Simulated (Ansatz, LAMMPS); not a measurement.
# An extra electron or hole in a frame of aqueous Rb+ and F-, 4.5 mol of salt per kg of water from 330 K (117 atoms), part 2 of 3

Aim: add and remove one electron in a frame of aqueous Rb+ and F-, 4.5 mol of salt per kg of water from 330 K (117 atoms), with atoms held and relaxed, and read trapping energy and localisation.

Ansatz 0.2.0; Kohn-Sham DFT, PBE+D4, PAW (set soft_2), plane waves.

The cell: 37 O, 74 H, 3 Rb and 3 F. The network of contacts between molecules at the start is that of the classical potential that made the cell. The Brillouin zone is sampled at Γ only, in a cell whose shortest periodic width is 11 Å. The liquid is relaxed first.

So far. Step 2 (Single point at the start): The r.m.s. force at the start is 0.53 eV/Å. Step 3 (Relaxation): The relaxation converged after 19 steps, 6.30 eV below its start, with a largest force component of 0.054 eV/Å.

## (4) Single point at the relaxed geometry

The electronic structure is read at the final geometry, in a run of its own.

input.yaml

```yaml
crystal:
  lattice:
    - [10.56729, 0.0, 0.0]
    - [0.0, 10.56729, 0.0]
    - [0.0, 0.0, 10.56729]
  atoms:
    - { symbol: O, position: [0.18819, 0.86633, 0.241] }
    - { symbol: H, position: [0.26169, 0.83711, 0.29257] }
    - { symbol: H, position: [0.16202, 0.79612, 0.18502] }
    - { symbol: O, position: [0.89894, 0.58559, 0.7592] }
    - { symbol: H, position: [0.97507, 0.57113, 0.81107] }
    - { symbol: H, position: [0.86323, 0.49923, 0.74327] }
    [... 105 atom lines left out ...]
    - { symbol: Rb, position: [0.0105, 0.28446, 0.23522] }
    - { symbol: Rb, position: [0.20817, 0.57287, 0.48282] }
    - { symbol: Rb, position: [0.42397, 0.88, 0.99454] }
    - { symbol: F, position: [0.11291, 0.51993, 0.89081] }
    - { symbol: F, position: [0.41087, 0.21797, 0.42055] }
    - { symbol: F, position: [0.50542, 0.59331, 0.88149] }
kpoints:
  mp_grid: { grid: [1, 1, 1] }
hamiltonian:
  xc: pbe
  dispersion: d4
scf:
  occupations: { method: gaussian, width: 0.025 }
output:
  forces: true
  stress: true
  populations: true
  dos:
    method: { smearing: { sigma: 0.1 } }
    de: 0.1
    projected: { site_lists: { F: [F], H: [H], O: [O], Rb: [Rb] } }
  eigenvalues: true
  write_density: true
  write_potential: true
  volumetric_format: npy
```

The run is started by

```bash
> ansatz run input.yaml --threads 4 --pin off --max-ram 8192MiB --backend cpu --events-out ev --progress --plain --runs-dir out
```

Numbers of over 12 decimals in the logs are rounded to 6 here.

The program printed:

```text
[...]
Crystal: 117 atoms, lattice volume = 1180.024 Å³
Basis set: ecut = 420 eV, 22983 PW (Γ), exchange–correlation on 144×144×144 points (8 copies of the dense FFT grid, shifted against one another)
Bands: 289, of which v1, the nominal top of the filled ones, is band 172 counted from 1 (171 counted from 0)
Symmetry: 1 space group operations
[...]
k-points: 1
[...]
SCF iter   1: F=—  HF=-34430.084107 eV  |F-HF|=—  |Δ(HF+E_count)|=         —  Δρ=2.61e-3  dr2=9.29e-2  ethr=1.77e-3  ⟨swp⟩=6.0  Hψ=1358  notcnv=0  defer=58
[...]
SCF iter   9: F=-34429.995226 eV  HF=-34429.995226 eV  |F-HF|=1.18e-8  |Δ(HF+E_count)|=   6.84e-8  Δρ=1.18e-6  dr2=1.56e-8  ethr=2.91e-11  ⟨swp⟩=19.0  Hψ=2776  notcnv=0
SCF 1 converged in 9 iterations: F = -34429.995226 eV  dr2 = 1.56e-8
[...]
WARN: The input density's exchange-correlation potential varies sharply where the density is thin. Do not read a vacuum level from v_tot or v_xc, or from such a field of the output density. On a cell that repeats whose density bears no net charge and no dipole along the vacuum's axis use v_es (v_loc + v_h of the components); [...]
SCF converged after 9 iterations
Free energy (F): -34429.995226 eV
[...]
Internal energy: -34429.995226 eV  (E = F + TS)
E sigma→0 (E₀):  -34429.995226 eV
Fermi energy:    0.550703 eV
[...]
--- Forces (eV/Å), atoms counted from 1 ---
  atom   1  O     -0.00684578    -0.00952602    -0.01190698
  atom   2  H     -0.00261981     0.00368217    -0.00254723
  atom   3  H      0.00662493     0.01354972     0.00483910
  atom   4  O     -0.00275331    -0.00163782    -0.00325812
  atom   5  H      0.00169165    -0.00061047     0.00139905
  atom   6  H      0.00115311     0.00320447     0.00005643
  atom   7  O      0.00508558    -0.00384581     0.00108043
  atom   8  H     -0.00094212    -0.00040182     0.00121424
  atom   9  H     -0.00257480     0.00154593    -0.00188979
  atom  10  O     -0.00208767     0.01215421     0.00009747
  atom  11  H      0.00120564    -0.00277106    -0.00186572
  atom  12  H      0.00243568    -0.00633401     0.00205694
  atom  13  O      0.01719353    -0.00499012    -0.00513095
  atom  14  H     -0.00548078    -0.00086902     0.00584198
[...]
atom 116  F     -0.00011740    -0.00222424    -0.00060865
  atom 117  F      0.00083425     0.00468234    -0.00741402
  max |Σ_I F_I| component: 2.86e-5 eV/Å
--- Stress (GPa, compression-positive) ---
       -0.319667       0.160448       0.172695
        0.160448       0.113778      -0.102853
        0.172695      -0.102853       0.236856
  P = ⅓ Tr σ = 0.0103 GPa (0.103 kbar)
--- Band table (eV) ---
[...]
--- Löwdin populations: 117 sites ---
  site symbol       q [e]
     0      O      6.6920
     1      H      0.6122
     2      H      0.6110
[...]
116      F      7.5803
  spilling = 0.009617 (of n_electrons = 344.000000)
```

It took 15 s on 4 threads of Intel Xeon Platinum 8259CL at 2.50GHz (Skylake/Cascade Lake), shared host; peak memory 1.3 GiB; 55 s of CPU time.

The program notes that the exchange-correlation potential is rough where the density is thin.

Numbers from this run:

```
free energy                                      : -34429.9952 eV
free energy per atom                             : -294.2735 eV/atom
SCF cycles                                       : 9
pressure                                         : 0.01032 GPa
r.m.s. force component                           : 0.00878 eV/Å
longest force                                    : 0.06524 eV/Å
Fermi energy                                     : 0.5507 eV
gap (highest filled to lowest empty level) : 5.082 eV
spilling of the projection                       : 0.009617
```

Löwdin charges by element and coordination (they lack the spilled electrons, 0.028 e an atom on average):

```csv
element,coordination,atoms,mean charge (e),spread,least,most
F,all,3,-0.576,0.0038,-0.580,-0.571
F,0,2,-0.573,0.002,-0.575,-0.571
F,1,1,-0.580,0,-0.580,-0.580
H,all,74,0.384,0.0078,0.365,0.415
O,all,37,-0.701,0.0227,-0.756,-0.669
O,2,22,-0.687,0.0131,-0.724,-0.669
O,3,14,-0.721,0.0137,-0.756,-0.701
O,4,1,-0.754,0,-0.754,-0.754
Rb,all,3,0.863,0.0142,0.851,0.883
Rb,5,2,0.869,0.0141,0.855,0.883
Rb,7,1,0.851,0,0.851,0.851
```

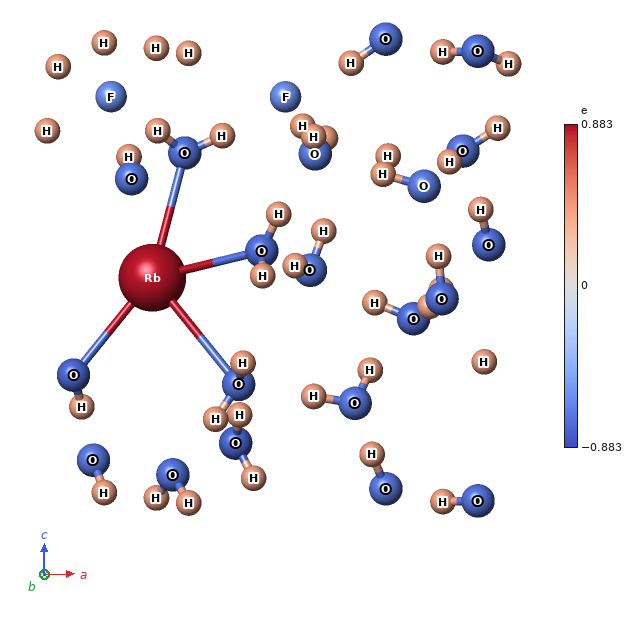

Atoms coloured by Löwdin charge. Drawn is a slice 4 Å thick, seen along the normal of the ac plane. Bonds to atoms that aren't drawn are left out.

States in the cell by windows of 1 eV, zero at the Fermi level; the larger projections on atomic orbitals stand beside the total:

```
from (eV)  to (eV)  total   O p   H s  F p  Rb p
      -18      -11    0.0   0.0   0.0  0.0   0.0
      -11      -10   11.3   0.3   0.1  0.0  10.9
      -10       -9   22.6  11.1   4.7  0.2   6.4
       -9       -8   54.7  37.2  15.6  0.7   0.3
       -8       -7    3.4   2.4   0.9  0.0   0.0
       -7       -6   17.3  12.3   2.0  0.8   0.0
       -6       -5   29.0  21.5   2.3  1.9   0.1
       -5       -4   29.7  22.2   1.1  3.7   0.1
       -4       -3   53.4  42.9   0.2  9.4   0.1
       -3       -2   36.5  35.7   0.1  0.2   0.1
       -2        2    0.0   0.0   0.0  0.0   0.0
        2        3    2.0   0.0   0.8  0.0   0.0
        3        4    0.1   0.0   0.1  0.0   0.0
        4        5   11.9   0.9   5.6  0.1   0.0
```

Between -26 and -18 eV lie 83 more states.

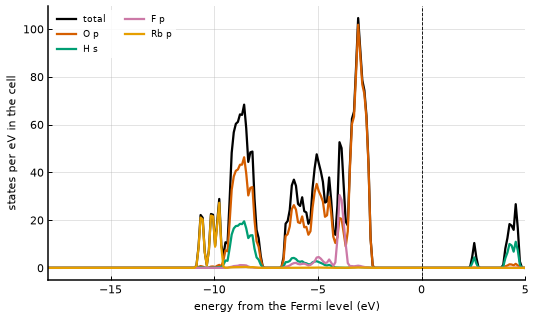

Total and projected density of states, with the broadening of the input.

The levels nearest the highest filled one (over half full), pooled over k-points and spins:

| level less the highest filled one (eV) | occupation |
| --- | --- |
| -0.155 | 2 |
| -0.105 | 2 |
| -0.0979 | 2 |
| -0.0677 | 2 |
| -0.0271 | 2 |
| 0 | 2 |
| 5.08 | 0 |
| 6.64 | 0 |
| 6.81 | 0 |
| 6.86 | 0 |
| 7.04 | 0 |
| 7.10 | 0 |

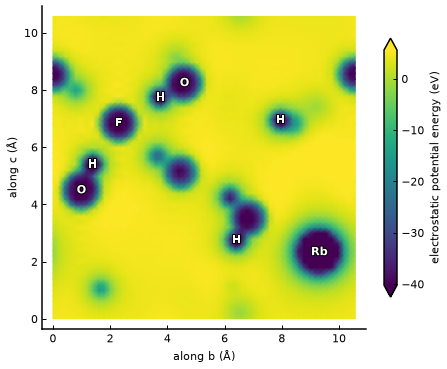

Electrostatic potential energy in the bc plane at fractional x = 0.424, with atoms of O and H and Rb and F within 0.2 Å of it. With pseudopotentials it is smooth inside the atoms' cores, unlike the true potential. The map starts off the cell's origin, so that atoms lie inside it.

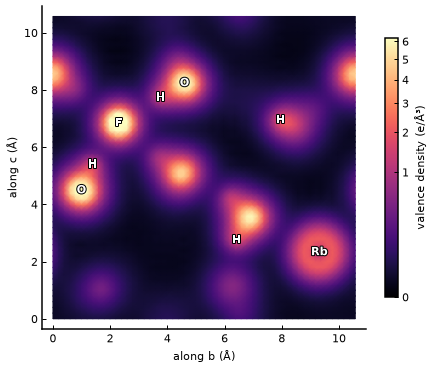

Valence density in the bc plane at fractional x = 0.424, with atoms of O and H and Rb and F within 0.2 Å of it. It is the smooth field of the valence electrons, not physical close to the nuclei. The map starts off the cell's origin, so that atoms lie inside it. The colour scale is stretched toward low values.

The highest filled and lowest empty levels differ by 5.08 eV (at Γ alone); a semilocal functional tends to put such gaps too low. In a disordered cell it changes from sample to sample and from frame to frame. Mean Löwdin charges: F -0.58, H +0.38, O -0.70, Rb +0.86 e (they miss 0.96 % of the electrons, so they add up to more than the cell's charge). The largest share in the top eV of filled states is O p (98 % of the projected weight), and in the lowest eV of empty states H s (45 % of the projected weight).

## (5) An extra electron, atoms held

The electron count changes by one with the atoms held: a vertical process, on a uniform background, with spin and a narrow Fermi–Dirac smearing. Its energy against the neutral cell hangs on the program's zero of potential.

input.yaml, the sections that differ from step 4:

```yaml
crystal:
  lattice:
    - [10.56729, 0.0, 0.0]
    - [0.0, 10.56729, 0.0]
    - [0.0, 0.0, 10.56729]
  atoms:
    [... the 117 atom lines of step 4 ...]
total_charge: -1
scf:
  occupations: { method: fermi_dirac, width: 0.01 }
  lower_state_search: "off"
magnetization:
  spin_polarized: true
  initial_magnetization: 1
# kpoints, hamiltonian, output: as in step 4
```

The program printed:

```text
[...]
Crystal: 117 atoms, lattice volume = 1180.024 Å³
Basis set: ecut = 420 eV, 22983 PW (Γ), exchange–correlation on 144×144×144 points (8 copies of the dense FFT grid, shifted against one another)
Bands: 290, of which v1, the nominal top of the filled ones, is band 173 counted from 1 (172 counted from 0)
Symmetry: 1 space group operations
[...]
k-points: 1
[... 9 lines on functional and potentials left out ...]
Starting moments: Σ|m| = 1 μB on 117 of 117 sites
[...]
SCF iter   1: F=—  HF=-34470.945653 eV  |F-HF|=—  |Δ(HF+E_count)|=         —  Δρ=5.44e-2 (↑5.39e-2 ↓5.44e-2)  dr2=1.46e2  dr2_m=1.15e-2  M=1.000 μB ∫|m|=1.012 μB  β_m=1.00  ethr=3.10e-3  ⟨swp⟩=6.0  Hψ=2744  notcnv=0  defer=150
[...]
spin=Collinear: Resta preconditioning applied to the charge; magnetization (m = ρ↑ − ρ↓) channel mixes plain (no charge-response kernel on spin).
SCF iter   2: F=—  HF=-34437.999057 eV  |F-HF|=—  |Δ(HF+E_count)|=         —  Δρ=2.56e-2 (↑2.55e-2 ↓2.56e-2)  dr2=3.40e1  dr2_m=1.02e-3  M=0.988 μB ∫|m|=1.010 μB  β_m=0.30  ethr=3.10e-3  ⟨swp⟩=3.0  Hψ=1036  notcnv=0  defer=220
[...]
SCF iter   9: F=—  HF=-34427.003532 eV  |F-HF|=—  |Δ(HF+E_count)|=   2.58e-3  Δρ=1.62e-4 (↑1.56e-4 ↓1.62e-4)  dr2=9.19e-5  dr2_m=2.46e-4  M=-0.045 μB ∫|m|=0.050 μB  β_m=0.30  ethr=4.70e-7  ⟨swp⟩=3.0  Hψ=718  notcnv=0  defer=222
[...]
spin-set hold released at iteration 9 (site moments contracting): the magnetisation degrees of freedom join the quasi-Newton model from the next iteration; the mixer history was flushed
SCF iter  10: F=—  HF=-34427.004990 eV  |F-HF|=—  |Δ(HF+E_count)|=   1.46e-3  Δρ=1.00e-4 (↑1.00e-4 ↓9.92e-5)  dr2=4.13e-5  dr2_m=9.72e-5  M=-0.018 μB ∫|m|=0.024 μB  β_m=0.54  ethr=2.66e-8  ⟨swp⟩=2.5  Hψ=708  notcnv=0  defer=222
[...]
SCF iter  16: F=-34427.005310 eV  HF=-34427.005310 eV  |F-HF|=7.28e-10  |Δ(HF+E_count)|=   6.17e-9  Δρ=1.25e-7 (↑1.25e-7 ↓1.19e-7)  dr2=6.15e-10  dr2_m=6.40e-11  M=-0.000 μB ∫|m|=0.000 μB  ethr=1.45e-12  ⟨swp⟩=7.0  Hψ=3215  notcnv=0
WARN: the starting moments were not kept: the SCF closed with an absolute magnetisation of 1.2e-5 μB, where they sum to 1 μB in size (117 sites). That is at most 0.1 of that sum. Measured as dr2_m measures the in/out step, that magnetisation stands 3.0e-12 eV from none, [...]
SCF 1 converged in 16 iterations: F = -34427.005310 eV  dr2 = 6.15e-10
[...]
SCF converged after 16 iterations
Magnetization: -0.0000 μB (172.5000 up, 172.5000 down)
Absolute magnetization: 0.0000 μB (∫|ρ↑−ρ↓|, with the PAW one-centre terms)
[...]
Per-site moments (μB) at R_I (Å): [(2.0916896198574224e-7, 0.407703), (-3.400287763747573e-8, 0.411586), (-1.7728739180047112e-8, 0.407703), (-3.0899841027531327e-9, 0.406473), (-3.55088237305538e-9, [...]
Free energy (F): -34427.005310 eV
[...]
Internal energy: -34426.991447 eV  (E = F + TS)
E sigma→0 (E₀):  -34426.998379 eV
Entropy (-TS):   -0.013863 eV (-0.118 meV/atom)
Fermi energy:    3.039664 eV
[...]
--- Forces (eV/Å), atoms counted from 1 ---
  atom   1  O     -0.00819001     0.02046134     0.01967890
  atom   2  H      0.01639599    -0.00331871    -0.00068782
  atom   3  H     -0.00793954    -0.01810744    -0.03142395
  atom   4  O     -0.06274084     0.02664618    -0.04743708
  atom   5  H      0.06326627     0.00210175     0.03661979
  atom   6  H      0.00455879    -0.00701623     0.00051669
  atom   7  O     -0.05446114     0.00554006    -0.07004070
  atom   8  H     -0.00608024     0.01307581     0.06390832
  atom   9  H      0.03379866    -0.00811782    -0.00362475
  atom  10  O      0.02667450     0.00781952    -0.05694577
  atom  11  H     -0.01829045     0.02191445     0.03562381
  atom  12  H     -0.01250542    -0.02649535     0.02765963
  atom  13  O      0.03840458    -0.05647643     0.03812439
  atom  14  H      0.00572563     0.03025996    -0.03943198
[...]
atom 116  F      0.02172748     0.00290331    -0.00685230
  atom 117  F      0.00315189     0.00267015    -0.00617118
  max |Σ_I F_I| component: 3.24e-6 eV/Å
--- Stress (GPa, compression-positive) ---
       -0.105479       0.138576       0.160561
        0.138576       0.307853      -0.098292
        0.160561      -0.098292       0.422684
  P = ⅓ Tr σ = 0.2084 GPa (2.084 kbar)
--- Band table (eV) ---
[...]
--- Löwdin populations: 117 sites ---
  site symbol       q [e]    m [muB]
     0      O      6.6969     0.0000
     1      H      0.6159    -0.0000
     2      H      0.6152    -0.0000
[...]
116      F      7.5822    -0.0000
  spilling = 0.009736 (of n_electrons = 345.000000)
```

Wall time 35 s (4 threads); peak memory 2.1 GiB.

The program notes that starting moments were not kept.

An extra electron, atoms held: the energy stands 2.99 eV above that of the reference. An odd electron should give 1 μB; this run ended with the carrier shared between both spins.

The levels nearest the highest filled one (over half full), pooled over k-points and spins:

```csv
level less the highest filled one (eV),occupation
-5.06,1
-5.06,1
0,0.5
0,0.5
1.57,0
1.57,0
1.73,0
1.73,0
```

## (6) An extra electron, atoms relaxed

The atoms now respond to the charge; the energy gained comes from screening by the atoms, from trapping if the charge localises, and from any strain left in the reference.

input.yaml, the sections that differ from step 5:

```yaml
output:
  forces: true
relax:
  f_tol: 0.05
  max_steps: 90
# crystal, total_charge, kpoints, hamiltonian, scf, magnetization: as in step 5
```

The program printed:

```text
[...]
Crystal: 117 atoms, lattice volume = 1180.024 Å³
Basis set: ecut = 420 eV, 22983 PW (Γ), exchange–correlation on 144×144×144 points (8 copies of the dense FFT grid, shifted against one another)
Bands: 290, of which v1, the nominal top of the filled ones, is band 173 counted from 1 (172 counted from 0)
Symmetry: 1 space group operations
[...]
k-points: 1
[... 9 lines on functional and potentials left out ...]
Starting moments: Σ|m| = 1 μB on 117 of 117 sites
[...]
SCF iter   1: F=—  HF=-34470.945652 eV  |F-HF|=—  |Δ(HF+E_count)|=         —  Δρ=5.44e-2 (↑5.39e-2 ↓5.44e-2)  dr2=1.46e2  dr2_m=1.15e-2  M=1.000 μB ∫|m|=1.012 μB  β_m=1.00  ethr=3.10e-3  ⟨swp⟩=6.0  Hψ=2744  notcnv=0  defer=150
[...]
SCF iter  13: F=-34427.005310 eV  HF=-34427.005309 eV  |F-HF|=4.18e-7  |Δ(HF+E_count)|=   4.31e-6  Δρ=3.99e-6 (↑3.33e-6 ↓3.99e-6)  dr2=2.45e-7  dr2_m=9.94e-8  M=0.001 μB ∫|m|=0.001 μB  ethr=5.13e-10  ⟨swp⟩=1.0  Hψ=1384  notcnv=0
[...]
SCF 1 converged in 13 iterations: F = -34427.005310 eV  dr2 = 2.45e-7
[...]
relax step   1: F+E_penalty+E_count = -34427.00530987 eV  Δ(F+E_penalty+E_count) = +0.000e0 eV  max|allowed force component| = 1.140e-1 eV/Å  Δτ_max = 0.0000 Å  (13 SCF iters, dr2 threshold 6.25e-5 eV, accepted)
[...]
Starting moments: Σ|m| = 1 μB on 117 of 117 sites; this step starts from the density that it was given
[...]
SCF iter   7: F=-34427.012423 eV  HF=-34427.012423 eV  |F-HF|=8.59e-9  |Δ(HF+E_count)|=   8.01e-8  Δρ=1.98e-6 (↑1.98e-6 ↓1.94e-6)  dr2=7.77e-8  dr2_m=2.64e-10  M=0.000 μB ∫|m|=0.000 μB  ethr=2.90e-11  ⟨swp⟩=3.0  Hψ=1768  notcnv=0
the starting moments were not kept: the SCF closed with an absolute magnetisation of 3.9e-5 μB, where they sum to 1 μB in size (117 sites). That is at most 0.1 of that sum. Measured as dr2_m measures the in/out step, that magnetisation stands 2.4e-11 eV from none, at or under the dr2_threshold of 1.0e-7 eV: it is no larger than a step whose dr2_m would equal this threshold.
[...]
SCF 2 converged in 7 iterations: F = -34427.012423 eV  dr2 = 7.77e-8
relax step   2: F+E_penalty+E_count = -34427.01242310 eV  Δ(F+E_penalty+E_count) = -7.113e-3 eV  max|allowed force component| = 4.148e-2 eV/Å  Δτ_max = 0.0354 Å  (7 SCF iters, accepted)
SCF converged after 7 iterations
Magnetization: 0.0000 μB (172.5000 up, 172.5000 down)
Absolute magnetization: 0.0000 μB (∫|ρ↑−ρ↓|, with the PAW one-centre terms)
[...]
Per-site moments (μB) at R_I (Å): [(-4.2086655425291756e-7, 0.407883), (1.2129368010105239e-7, 0.411707), (1.1913173024763033e-7, 0.407883), (1.9305198706440635e-7, 0.406962), (-5.2321361168096125e-8, 0.406962), [...]
Free energy (F): -34427.012423 eV
[...]
Internal energy: -34426.998560 eV  (E = F + TS)
E sigma→0 (E₀):  -34427.005492 eV
Entropy (-TS):   -0.013863 eV (-0.118 meV/atom)
Fermi energy:    3.028253 eV
[...]
--- Forces (eV/Å), atoms counted from 1 ---
  atom   1  O     -0.00131627     0.01247308     0.01745408
  atom   2  H      0.00160108    -0.00101979    -0.00979479
  atom   3  H     -0.00223386    -0.01279204    -0.01625276
  atom   4  O     -0.02111971     0.00669358    -0.01364050
  atom   5  H      0.01810085    -0.00774642     0.01952362
  atom   6  H     -0.00045982     0.01268770     0.00440569
  atom   7  O     -0.01142781    -0.00964527    -0.02328438
  atom   8  H      0.00209657     0.01305404     0.02665969
  atom   9  H      0.00566784     0.00074322     0.00229261
  atom  10  O      0.00435364     0.00807862    -0.01963224
  atom  11  H     -0.00172737    -0.00064800     0.01247146
  atom  12  H     -0.00624870    -0.00510904     0.01061317
  atom  13  O      0.02518644    -0.02253233     0.01947498
  atom  14  H     -0.00879569     0.01189216    -0.01463947
[...]
atom 116  F      0.00942589     0.00243895     0.00364067
  atom 117  F     -0.00139677     0.01409561    -0.00579685
  max |Σ_I F_I| component: 9.97e-5 eV/Å
--- Relaxed structure (2 steps of the walk, 2 accepted, 0 SCFs on fresh bases) ---
  F+E_penalty+E_count = -34427.01242310 eV   max|allowed force component| = 4.148e-2 eV/Å
  atoms:
    - { symbol: O, position: [0.188254, 0.865935, 0.241101] }
    - { symbol: H, position: [0.262114, 0.836902, 0.292311] }
    - { symbol: H, position: [0.162397, 0.795846, 0.184757] }
    - { symbol: O, position: [0.898695, 0.585970, 0.758443] }
[...]
- { symbol: F, position: [0.505122, 0.593936, 0.881602] }
```

Wall time 73 s (4 threads); peak memory 2 GiB.

The relaxation converged after 2 steps, 0.00711 eV below its start, with a largest force component of 0.041 eV/Å.

An extra electron, atoms relaxed: the energy stands 2.98 eV above that of the reference. An odd electron should give 1 μB; this run ended with the carrier shared between both spins.

(Part 2 of 3 ends here.)

[Logs are printed without paths, hosts, clocks, repeated set-up lines and the standing remarks that a program may print on its own settings, such as how far it seeks lower states.]

[Hosts, paths, dates, database ids (printed as entryN), source tags and the programs' standing remarks are cut or masked in the printed files.]
